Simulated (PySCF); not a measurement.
C8H15Al (SMILES [AlH2][CH]1CCC2(CC1)CC2)

Input file:

```
{"job": {"kind": "nmr", "xc": "PBE0", "basis": "pcSseg-1"}, "charge": 0, "multiplicity": 1}
Al     3.422320     0.218104    -0.110762
C      1.596763    -0.535557     0.253580
C      0.794646    -0.840939    -1.022406
C     -0.653794    -1.191043    -0.676230
C     -1.291587    -0.058227     0.101410
C     -0.527506     0.273140     1.366948
C      0.920740     0.616131     1.022086
C     -2.784280     0.085138     0.093244
C     -1.931213     1.063329    -0.662514
H      3.855386     1.493296     0.661587
H      4.428393    -0.307371    -1.166340
H      1.532014    -1.433859     0.890248
H      0.803784     0.036592    -1.678863
H      1.257213    -1.667695    -1.569198
H     -1.222242    -1.386530    -1.588174
H     -0.669941    -2.101167    -0.068741
H     -1.002894     1.108155     1.886675
H     -0.543631    -0.592739     2.035983
H      0.939646     1.523418     0.403814
H      1.486540     0.836740     1.936186
H     -3.366553    -0.627037    -0.472007
H     -3.273177     0.424555     0.994161
H     -1.844749     2.068050    -0.276173
H     -1.937612     1.015281    -1.741288
```

Launched as:

```sh
OMP_NUM_THREADS=1 python probes_run.py task.json out
```

Geometry: GFN2-xTB.

All numbers below come from PBE0/pcSseg-1, SCF density, gas phase, non-relativistic (PySCF 2.14.0).

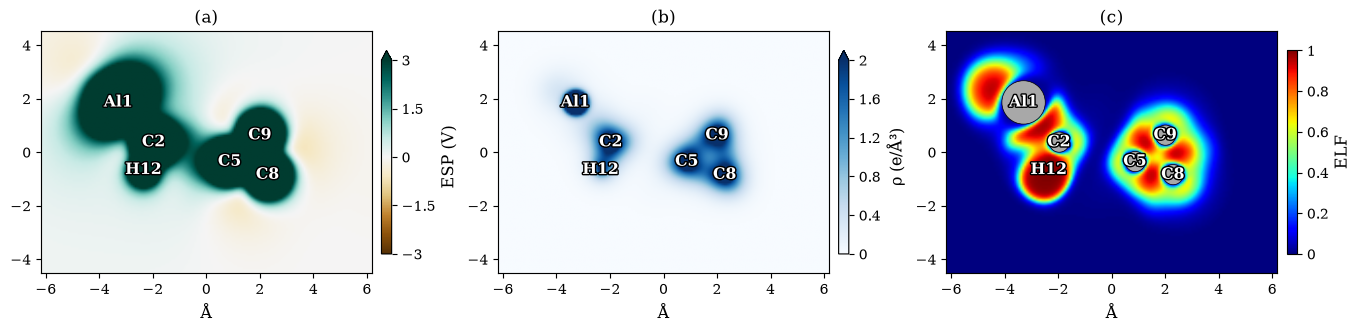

Figure 1. (a) molecular electrostatic potential; (b) total electron density; (c) ELF on the plane of atoms C8, C5 and C9. Grey discs cover the atomic cores in the ELF map.

Interpret the plot.

Answer. Atoms in the plane: Al, C and H. C–C (1.50 Å): ρ at the midpoint is about 1.6 e/Å³; the ELF peaks at about 0.90 between the atoms (a shared electron pair). C–Al (2.01 Å): ρ is about 0.68 e/Å³ halfway; the ELF peaks at about 0.95 between the atoms, as expected for a polar covalent bond. C–H (1.10 Å): the density is about 1.9 e/Å³ at the midpoint; the ELF climbs to about 1 towards the hydrogen, as it does in any bond to H: a covalent bond by its length. Outside the dense part of the molecule the potential is most negative (−0.6 V) near C8.

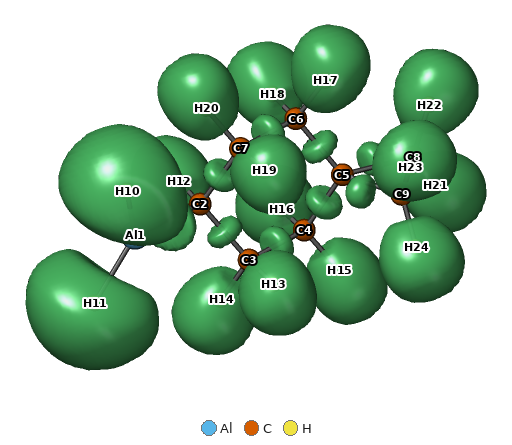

Figure 2. Isosurface of the electron localisation function at 0.85 (green), seen at a tilt. Core shells and regions of very low density are left out.

What do the ELF domains correspond to?

Answer. The surface consists of one region between bonded Al–C atoms (shared pairs), nine regions between bonded C–C atoms (shared pairs) and 15 regions around hydrogen nuclei.

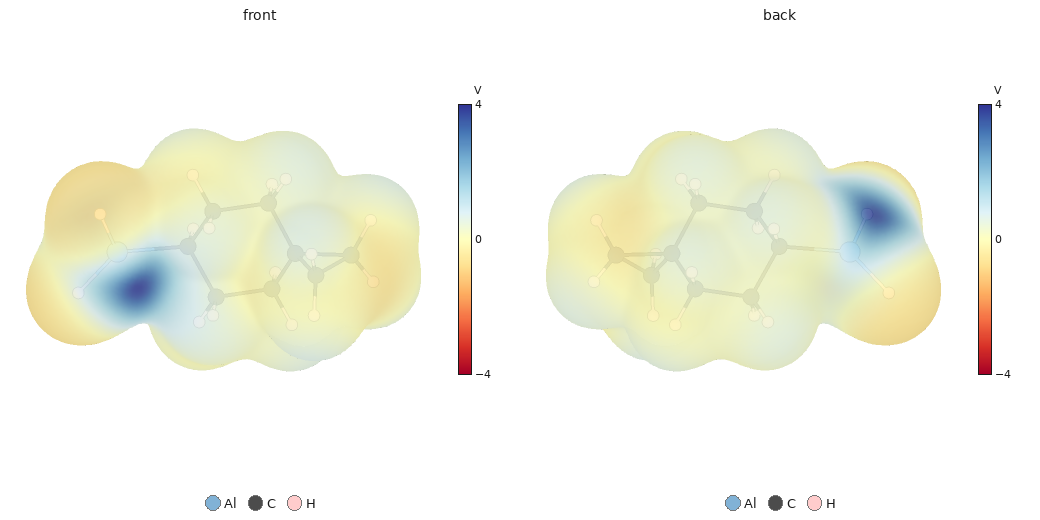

Figure 3. The molecular electrostatic potential painted on the density surface at 0.002 e/bohr³, seen from the front and from behind; the colour scale runs from red (negative) to blue (positive).

Describe the electrostatic potential map.

Answer. The most negative region (about −0.6 V) lies over H10 and H11, the most positive (about +3.5 V) over Al1.

How polar is the molecule by this calculation?

Answer. Its dipole moment is 0.75 D.
